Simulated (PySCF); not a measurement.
# CH10BNOSi: NMR shifts at several levels of theory, part 2 of 2

PySCF 2.14.0. Atoms count from 0.

### 8 NMR shieldings: OPBE/pcSseg-1

Job settings and geometry (Å):

```
{"job": {"kind": "nmr", "xc": "OPBE", "basis": "pcSseg-1", "pop": false}, "charge": 0, "multiplicity": 1}
B      2.011757     0.062223     0.116420
N      0.517295    -0.016308     0.761018
C     -0.557849     0.107968    -0.213082
O     -1.777038     0.039485     0.448179
Si    -3.280594     0.167742    -0.285375
H      2.780573    -0.074925     1.058246
H      2.071781    -0.858948    -0.690635
H      2.087875     1.166969    -0.409446
H      0.409308    -0.901553     1.260821
H      0.410993     0.717319     1.465003
H     -0.426543    -0.706927    -0.945778
H     -0.411311     1.068811    -0.736087
H     -4.273129     0.057650     0.813466
H     -3.460860    -0.931721    -1.280809
H     -3.398470     1.483505    -0.983210
```

Method: GIAO OPBE/pcSseg-1 NMR shielding, non-relativistic, gas phase.

The program printed:

```text
coarse grid: 12144 points
cycle   1  E = -488.1209889637  dE =  2.079e-01  |g| = 7.329e-01  |ddm| = 3.196e+00
cycle   2  E = -487.8617815827  dE =  2.592e-01  |g| = 1.354e+00  |ddm| = 1.905e+00
cycle   3  E = -488.2329443630  dE = -3.712e-01  |g| = 2.143e-01  |ddm| = 1.429e+00
cycle   4  E = -488.2442664957  dE = -1.132e-02  |g| = 4.881e-02  |ddm| = 2.518e-01
cycle   5  E = -488.2449100437  dE = -6.435e-04  |g| = 1.320e-02  |ddm| = 5.509e-02
cycle   6  E = -488.2449452630  dE = -3.522e-05  |g| = 7.188e-03  |ddm| = 1.491e-02
cycle   7  E = -488.2449556000  dE = -1.034e-05  |g| = 9.670e-04  |ddm| = 4.437e-03
cycle   8  E = -488.2449557626  dE = -1.626e-07  |g| = 4.299e-04  |ddm| = 1.012e-03
final grid: 110264 points
cycle   9  E = -488.2770776905  dE = -8.282e-05  |g| = 2.614e-02  |ddm| = 5.109e-02
cycle  10  E = -488.2767550733  dE =  3.226e-04  |g| = 4.899e-02  |ddm| = 5.278e-02
cycle  11  E = -488.2772037256  dE = -4.487e-04  |g| = 4.762e-03  |ddm| = 3.642e-02
cycle  12  E = -488.2772090627  dE = -5.337e-06  |g| = 8.876e-04  |ddm| = 5.074e-03
cycle  13  E = -488.2772092525  dE = -1.898e-07  |g| = 1.672e-04  |ddm| = 8.461e-04
cycle  14  E = -488.2772092591  dE = -6.602e-09  |g| = 4.910e-05  |ddm| = 1.865e-04
cycle  15  E = -488.2772092597  dE = -5.573e-10  |g| = 1.127e-05  |ddm| = 4.607e-05
converged SCF energy = -488.2772092597

GIAO shielding tensors (ppm)
atom      isotropic    diamagn.    paramagn.     s11        s22        s33       span
  0 B      128.110     190.016     -61.906    114.084    116.571    153.676     39.592
  1 N      186.175     318.016    -131.841    160.421    189.558    208.545     48.124
  2 C      107.304     246.144    -138.840     76.876     99.895    145.141     68.264
  3 O      288.779     396.443    -107.664    267.682    269.714    328.941     61.258
  4 Si     389.212     879.363    -490.151    345.273    350.462    471.901    126.628
  5 H       29.009      28.973       0.036     26.282     27.379     33.367      7.085
  6 H       29.359      29.756      -0.397     26.555     27.768     33.752      7.197
  7 H       29.354      29.701      -0.347     26.542     27.784     33.734      7.192
  8 H       28.046      31.966      -3.920     22.018     26.569     35.550     13.532
  9 H       28.077      31.715      -3.637     22.074     26.610     35.547     13.473
 10 H       26.936      31.380      -4.444     22.324     27.936     30.549      8.225
 11 H       26.951      31.271      -4.320     22.323     27.993     30.539      8.216
 12 H       26.337      27.572      -1.235     23.209     24.787     31.014      7.805
 13 H       26.229      27.866      -1.637     23.177     24.523     30.988      7.811
 14 H       26.230      27.809      -1.579     23.198     24.541     30.950      7.753
```

It took 19 s on 1 thread of Arm Neoverse V1, shared host; peak memory 0.75 GiB.

This run: δ C2 77.8, B0 -27.8, N1 77.9, O3 43.3, H12 4.96, H10 4.29 ppm (means over like atoms).

### 9 Nuclear shieldings: KT2/pcSseg-1

Same as in step 8 but for these lines:

```diff
@@ -1,2 +1,2 @@
-{"job": {"kind": "nmr", "xc": "OPBE", "basis": "pcSseg-1", "pop": false}, "charge": 0, "multiplicity": 1}
+{"job": {"kind": "nmr", "xc": "KT2", "basis": "pcSseg-1", "pop": false}, "charge": 0, "multiplicity": 1}
 B      2.011757     0.062223     0.116420
```

With the program's defaults for keys left out, this is: GIAO KT2/pcSseg-1 NMR shielding, non-relativistic, gas phase.

The program printed:

```text
coarse grid: 12144 points
cycle   1  E = -493.8996307235  dE =  2.681e-01  |g| = 8.088e-01  |ddm| = 3.162e+00
cycle   2  E = -493.5079395021  dE =  3.917e-01  |g| = 1.594e+00  |ddm| = 2.230e+00
cycle   3  E = -494.0276956311  dE = -5.198e-01  |g| = 2.292e-01  |ddm| = 1.805e+00
cycle   4  E = -494.0404948985  dE = -1.280e-02  |g| = 6.868e-02  |ddm| = 2.969e-01
cycle   5  E = -494.0417467488  dE = -1.252e-03  |g| = 1.879e-02  |ddm| = 7.474e-02
cycle   6  E = -494.0418191938  dE = -7.244e-05  |g| = 8.783e-03  |ddm| = 2.026e-02
cycle   7  E = -494.0418353564  dE = -1.616e-05  |g| = 1.251e-03  |ddm| = 5.649e-03
cycle   8  E = -494.0418356324  dE = -2.760e-07  |g| = 5.894e-04  |ddm| = 1.503e-03
final grid: 110264 points
cycle   9  E = -494.0891568016  dE = -1.854e-04  |g| = 1.543e-02  |ddm| = 3.819e-02
cycle  10  E = -494.0890791328  dE =  7.767e-05  |g| = 2.405e-02  |ddm| = 2.873e-02
cycle  11  E = -494.0891900006  dE = -1.109e-04  |g| = 4.442e-03  |ddm| = 2.181e-02
cycle  12  E = -494.0891931371  dE = -3.137e-06  |g| = 1.361e-03  |ddm| = 3.965e-03
cycle  13  E = -494.0891935531  dE = -4.160e-07  |g| = 1.811e-04  |ddm| = 1.052e-03
cycle  14  E = -494.0891935597  dE = -6.614e-09  |g| = 6.139e-05  |ddm| = 1.780e-04
cycle  15  E = -494.0891935605  dE = -7.757e-10  |g| = 1.352e-05  |ddm| = 4.132e-05
converged SCF energy = -494.0891935605

GIAO shielding tensors (ppm)
atom      isotropic    diamagn.    paramagn.     s11        s22        s33       span
  0 B      125.836     190.853     -65.016    110.549    113.960    152.999     42.450
  1 N      181.906     318.719    -136.813    152.292    187.918    205.508     53.217
  2 C      102.104     246.942    -144.837     71.351     94.634    140.328     68.976
  3 O      282.104     397.679    -115.575    257.192    260.141    328.979     71.787
  4 Si     390.670     880.935    -490.265    344.824    348.348    478.837    134.013
  5 H       28.845      28.906      -0.061     26.193     27.160     33.182      6.990
  6 H       29.245      29.946      -0.701     26.496     27.610     33.630      7.134
  7 H       29.241      29.870      -0.629     26.480     27.631     33.613      7.133
  8 H       28.054      32.132      -4.078     22.226     26.676     35.261     13.035
  9 H       28.087      31.882      -3.795     22.283     26.719     35.258     12.975
 10 H       26.889      31.677      -4.787     22.548     27.737     30.384      7.836
 11 H       26.907      31.550      -4.642     22.552     27.793     30.377      7.825
 12 H       26.268      27.559      -1.291     23.163     24.695     30.946      7.784
 13 H       26.171      27.907      -1.736     23.130     24.460     30.923      7.794
 14 H       26.170      27.847      -1.677     23.151     24.475     30.882      7.730
```

It took 19 s on 1 thread of Arm Neoverse V1, shared host; peak memory 0.75 GiB.

Key values: δ C2 81.1, B0 -25.9, N1 82.4, O3 48.6, H12 4.98, H10 4.28 ppm (means over like atoms).

### 10 Shielding tensors: KT3/pcSseg-1

Same as in step 9 but for these lines:

```diff
@@ -1,2 +1,2 @@
-{"job": {"kind": "nmr", "xc": "KT2", "basis": "pcSseg-1", "pop": false}, "charge": 0, "multiplicity": 1}
+{"job": {"kind": "nmr", "xc": "KT3", "basis": "pcSseg-1", "pop": false}, "charge": 0, "multiplicity": 1}
 B      2.011757     0.062223     0.116420
```

Method: GIAO KT3/pcSseg-1 NMR shielding, non-relativistic, gas phase.

The program printed:

```text
coarse grid: 12144 points
cycle   1  E = -493.4651834229  dE =  2.390e-01  |g| = 8.102e-01  |ddm| = 3.186e+00
cycle   2  E = -493.0917151140  dE =  3.735e-01  |g| = 1.565e+00  |ddm| = 2.251e+00
cycle   3  E = -493.5956664790  dE = -5.040e-01  |g| = 2.244e-01  |ddm| = 1.804e+00
cycle   4  E = -493.6080456847  dE = -1.238e-02  |g| = 6.749e-02  |ddm| = 2.917e-01
cycle   5  E = -493.6092584953  dE = -1.213e-03  |g| = 1.888e-02  |ddm| = 7.471e-02
cycle   6  E = -493.6093311981  dE = -7.270e-05  |g| = 8.889e-03  |ddm| = 1.990e-02
cycle   7  E = -493.6093476804  dE = -1.648e-05  |g| = 1.138e-03  |ddm| = 5.689e-03
cycle   8  E = -493.6093479145  dE = -2.341e-07  |g| = 5.353e-04  |ddm| = 1.374e-03
final grid: 110264 points
cycle   9  E = -493.6518133650  dE = -1.547e-04  |g| = 2.022e-02  |ddm| = 4.224e-02
cycle  10  E = -493.6516378898  dE =  1.755e-04  |g| = 3.615e-02  |ddm| = 3.834e-02
cycle  11  E = -493.6518712228  dE = -2.333e-04  |g| = 4.097e-03  |ddm| = 2.902e-02
cycle  12  E = -493.6518739974  dE = -2.775e-06  |g| = 9.043e-04  |ddm| = 3.719e-03
cycle  13  E = -493.6518741826  dE = -1.852e-07  |g| = 1.586e-04  |ddm| = 6.685e-04
cycle  14  E = -493.6518741881  dE = -5.548e-09  |g| = 4.660e-05  |ddm| = 2.019e-04
cycle  15  E = -493.6518741887  dE = -6.085e-10  |g| = 8.969e-06  |ddm| = 5.310e-05
converged SCF energy = -493.6518741887

GIAO shielding tensors (ppm)
atom      isotropic    diamagn.    paramagn.     s11        s22        s33       span
  0 B      125.170     190.280     -65.110    110.806    113.655    151.049     40.243
  1 N      180.276     317.758    -137.481    152.480    185.009    203.340     50.860
  2 C      103.260     246.413    -143.153     73.589     95.945    140.246     66.657
  3 O      281.029     397.827    -116.798    258.247    261.957    322.882     64.635
  4 Si     399.685     880.271    -480.586    357.227    361.719    480.110    122.883
  5 H       29.115      29.109       0.006     26.504     27.489     33.351      6.847
  6 H       29.487      30.203      -0.716     26.813     27.872     33.774      6.961
  7 H       29.483      30.116      -0.633     26.800     27.891     33.757      6.957
  8 H       28.143      32.195      -4.051     22.432     26.735     35.262     12.830
  9 H       28.175      31.930      -3.755     22.489     26.777     35.259     12.770
 10 H       27.052      31.869      -4.817     22.672     27.910     30.575      7.903
 11 H       27.069      31.723      -4.655     22.676     27.965     30.566      7.890
 12 H       26.615      27.795      -1.181     23.522     25.043     31.279      7.757
 13 H       26.508      28.172      -1.664     23.499     24.804     31.221      7.722
 14 H       26.508      28.107      -1.598     23.521     24.822     31.183      7.662
```

Run time: 19 s. Hardware: 1 thread of Arm Neoverse V1, shared host; peak memory 0.75 GiB.

Key values: δ C2 79.0, B0 -24.7, N1 81.7, O3 48.0, H12 4.78, H10 4.26 ppm (means over like atoms).

### 11 Nuclear shieldings: B97-D/pcSseg-1

Same as in step 10 but for these lines:

```diff
@@ -1,2 +1,2 @@
-{"job": {"kind": "nmr", "xc": "KT3", "basis": "pcSseg-1", "pop": false}, "charge": 0, "multiplicity": 1}
+{"job": {"kind": "nmr", "xc": "B97-D", "basis": "pcSseg-1", "pop": false}, "charge": 0, "multiplicity": 1}
 B      2.011757     0.062223     0.116420
```

Method: GIAO B97-D/pcSseg-1 NMR shielding, non-relativistic, gas phase.

The program printed:

```text
coarse grid: 12144 points
cycle   1  E = -488.1152684576  dE =  2.182e-01  |g| = 8.096e-01  |ddm| = 3.203e+00
cycle   2  E = -487.7457910973  dE =  3.695e-01  |g| = 1.582e+00  |ddm| = 2.141e+00
cycle   3  E = -488.2425841300  dE = -4.968e-01  |g| = 2.243e-01  |ddm| = 1.706e+00
cycle   4  E = -488.2547243458  dE = -1.214e-02  |g| = 6.487e-02  |ddm| = 2.819e-01
cycle   5  E = -488.2558208746  dE = -1.097e-03  |g| = 1.974e-02  |ddm| = 7.157e-02
cycle   6  E = -488.2558982884  dE = -7.741e-05  |g| = 9.220e-03  |ddm| = 1.966e-02
cycle   7  E = -488.2559156680  dE = -1.738e-05  |g| = 1.199e-03  |ddm| = 5.684e-03
cycle   8  E = -488.2559159096  dE = -2.417e-07  |g| = 5.918e-04  |ddm| = 1.405e-03
final grid: 110264 points
cycle   9  E = -488.2901288882  dE = -8.961e-05  |g| = 8.351e-03  |ddm| = 3.000e-02
cycle  10  E = -488.2901100529  dE =  1.884e-05  |g| = 1.225e-02  |ddm| = 1.358e-02
cycle  11  E = -488.2901400659  dE = -3.001e-05  |g| = 1.884e-03  |ddm| = 9.557e-03
cycle  12  E = -488.2901406324  dE = -5.665e-07  |g| = 7.801e-04  |ddm| = 1.758e-03
cycle  13  E = -488.2901407450  dE = -1.126e-07  |g| = 1.301e-04  |ddm| = 5.352e-04
cycle  14  E = -488.2901407489  dE = -3.895e-09  |g| = 3.290e-05  |ddm| = 1.490e-04
cycle  15  E = -488.2901407492  dE = -2.268e-10  |g| = 1.036e-05  |ddm| = 3.146e-05
converged SCF energy = -488.2901407492

GIAO shielding tensors (ppm)
atom      isotropic    diamagn.    paramagn.     s11        s22        s33       span
  0 B      122.885     188.743     -65.858    108.983    111.560    148.111     39.128
  1 N      177.778     318.054    -140.275    150.163    181.718    201.455     51.292
  2 C       98.832     245.775    -146.943     68.430     91.168    136.898     68.469
  3 O      282.807     397.809    -115.002    260.578    262.740    325.102     64.524
  4 Si     382.557     878.919    -496.362    340.473    345.218    461.978    121.505
  5 H       29.230      29.125       0.105     26.622     27.579     33.488      6.865
  6 H       29.574      30.146      -0.572     26.899     27.946     33.878      6.979
  7 H       29.569      30.070      -0.501     26.885     27.964     33.858      6.973
  8 H       28.254      32.080      -3.826     22.621     26.867     35.272     12.651
  9 H       28.286      31.814      -3.528     22.678     26.909     35.270     12.592
 10 H       27.059      31.751      -4.692     22.642     27.954     30.581      7.939
 11 H       27.075      31.616      -4.540     22.644     28.006     30.575      7.931
 12 H       26.687      27.834      -1.147     23.562     25.132     31.367      7.805
 13 H       26.564      28.201      -1.638     23.522     24.889     31.280      7.758
 14 H       26.564      28.140      -1.576     23.543     24.907     31.241      7.698
```

It took 18 s on 1 thread of Arm Neoverse V1, shared host; peak memory 0.75 GiB.

In short: δ C2 80.3, B0 -24.7, N1 83.1, O3 47.6, H12 4.81, H10 4.34 ppm (means over like atoms).

### 12 NMR shieldings: B3LYP/pcSseg-1

Same as in step 11 but for these lines:

```diff
@@ -1,2 +1,2 @@
-{"job": {"kind": "nmr", "xc": "B97-D", "basis": "pcSseg-1", "pop": false}, "charge": 0, "multiplicity": 1}
+{"job": {"kind": "nmr", "xc": "B3LYP", "basis": "pcSseg-1", "pop": false}, "charge": 0, "multiplicity": 1}
 B      2.011757     0.062223     0.116420
```

With the program's defaults for keys left out, this is: GIAO B3LYP/pcSseg-1 NMR shielding, non-relativistic, gas phase.

The program printed:

```text
coarse grid: 12144 points
cycle   1  E = -488.3113342435  dE =  2.605e-01  |g| = 7.459e-01  |ddm| = 3.149e+00
cycle   2  E = -488.1692203643  dE =  1.421e-01  |g| = 1.169e+00  |ddm| = 1.437e+00
cycle   3  E = -488.4197324194  dE = -2.505e-01  |g| = 1.454e-01  |ddm| = 9.844e-01
cycle   4  E = -488.4244237598  dE = -4.691e-03  |g| = 3.540e-02  |ddm| = 1.574e-01
cycle   5  E = -488.4247607752  dE = -3.370e-04  |g| = 8.858e-03  |ddm| = 3.494e-02
cycle   6  E = -488.4247756474  dE = -1.487e-05  |g| = 3.844e-03  |ddm| = 7.948e-03
cycle   7  E = -488.4247785092  dE = -2.862e-06  |g| = 4.728e-04  |ddm| = 2.166e-03
final grid: 110264 points
cycle   8  E = -488.4650507952  dE = -3.280e-05  |g| = 4.738e-03  |ddm| = 1.697e-02
cycle   9  E = -488.4650468130  dE =  3.982e-06  |g| = 6.660e-03  |ddm| = 6.686e-03
cycle  10  E = -488.4650551422  dE = -8.329e-06  |g| = 7.917e-04  |ddm| = 4.116e-03
cycle  11  E = -488.4650552598  dE = -1.176e-07  |g| = 2.091e-04  |ddm| = 7.787e-04
cycle  12  E = -488.4650552683  dE = -8.478e-09  |g| = 6.390e-05  |ddm| = 2.000e-04
cycle  13  E = -488.4650552691  dE = -7.453e-10  |g| = 1.802e-05  |ddm| = 5.236e-05
converged SCF energy = -488.4650552691

GIAO shielding tensors (ppm)
atom      isotropic    diamagn.    paramagn.     s11        s22        s33       span
  0 B      122.484     187.646     -65.161    108.613    110.672    148.168     39.555
  1 N      179.540     318.295    -138.755    151.133    184.225    203.262     52.128
  2 C       98.933     244.598    -145.665     68.794     91.015    136.989     68.195
  3 O      287.336     398.213    -110.877    263.424    267.472    331.112     67.688
  4 Si     374.280     877.831    -503.550    331.834    336.388    454.619    122.785
  5 H       29.231      29.023       0.208     26.535     27.588     33.571      7.036
  6 H       29.567      29.942      -0.375     26.823     27.968     33.911      7.087
  7 H       29.561      29.880      -0.320     26.809     27.982     33.891      7.083
  8 H       28.295      32.001      -3.706     22.546     26.807     35.531     12.985
  9 H       28.327      31.746      -3.420     22.602     26.849     35.529     12.928
 10 H       27.134      31.525      -4.390     22.610     28.128     30.665      8.055
 11 H       27.149      31.413      -4.264     22.611     28.184     30.653      8.042
 12 H       26.670      27.705      -1.035     23.502     25.069     31.439      7.937
 13 H       26.597      28.060      -1.463     23.525     24.927     31.340      7.815
 14 H       26.597      28.003      -1.406     23.544     24.946     31.301      7.756
```

Wall time 12 s (1 thread of Arm Neoverse V1, shared host); peak memory 0.73 GiB.

Key values: δ C2 80.3, B0 -24.7, N1 84.0, O3 46.7, H12 4.76, H10 4.24 ppm (means over like atoms).

### 13 Run by run: NMR shifts

Shifts (ppm) of some atoms, chosen among heavy atoms and hydrogens apart, means over like atoms, with basis size and wall time:

```tsv
run	C2	H12	H10	B0	N1	O3	Si4	functions	time
HF/pcSseg-1	69.1	4.37	3.97	-18.4	63.9	15.8	-36.6	142	5.7 s
LDA/pcSseg-1	85.0	5.28	4.35	-29.9	90.5	56.6	-26.8	142	16 s
PBE/pcSseg-1	82.2	5.04	4.32	-28.1	86.7	52.7	-32.2	142	18 s
BLYP/pcSseg-1	83.2	4.89	4.35	-26.1	91.4	57.9	-38.8	142	18 s
BP86/pcSseg-1	82.2	5.00	4.34	-27.7	84.2	49.8	-31.8	142	18 s
OPBE/pcSseg-1	77.8	4.96	4.29	-27.8	77.9	43.3	-28.9	142	19 s
KT2/pcSseg-1	81.1	4.98	4.28	-25.9	82.4	48.6	-29.6	142	19 s
KT3/pcSseg-1	79.0	4.78	4.26	-24.7	81.7	48.0	-34.2	142	19 s
B97-D/pcSseg-1	80.3	4.81	4.34	-24.7	83.1	47.6	-35.3	142	18 s
B3LYP/pcSseg-1	80.3	4.76	4.24	-24.7	84.0	46.7	-36.4	142	12 s
```

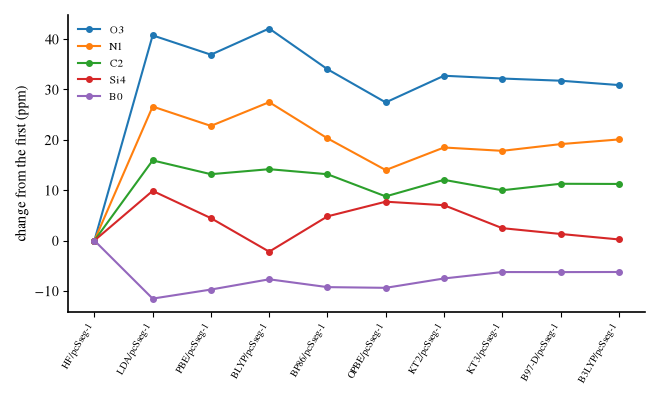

How five of the tabulated atoms move from run to run.

### 14 What came out

The summary covers parts 1 to 2.

```
                                                            quantity                       value
                                                         point group                          Cs
                                rotational constants (main isotopes)       18.36, 1.40, 1.35 GHz
                                13C shifts against TMS (HF/pcSseg-1)                    69.1 ppm
1H shifts against TMS (HF/pcSseg-1, means over atoms taken as alike)  4.37, 3.97, 3.01, 1.80 ppm
                           11B shifts against BF3·OEt2 (HF/pcSseg-1)                   -18.4 ppm
                                15N shifts against NH3 (HF/pcSseg-1)                    63.9 ppm
                                17O shifts against H2O (HF/pcSseg-1)                    15.8 ppm
                               29Si shifts against TMS (HF/pcSseg-1)                   -36.6 ppm
                                            range of the shift of O3            15.8 to 57.9 ppm
```

What this shows: Single values in the summary come from the first run of each kind that ended normally (HF/pcSseg-1), which need not be the best level. The optimisation took 6 steps and gained 0.219 eV; among the close pairs (by a distance rule), B0–H5 changed most, from 1.166 to 1.223 Å. No frequency check was run at this level, so the end point may be a saddle. At HF/pcSseg-1: The widest tensor belongs to Si4: span 92 ppm, with a paramagnetic part of -444 ppm. In ppm, O3 moves most: its shift spreads over 42.1 ppm, from 15.8 (HF/pcSseg-1) to 57.9 (BLYP/pcSseg-1).
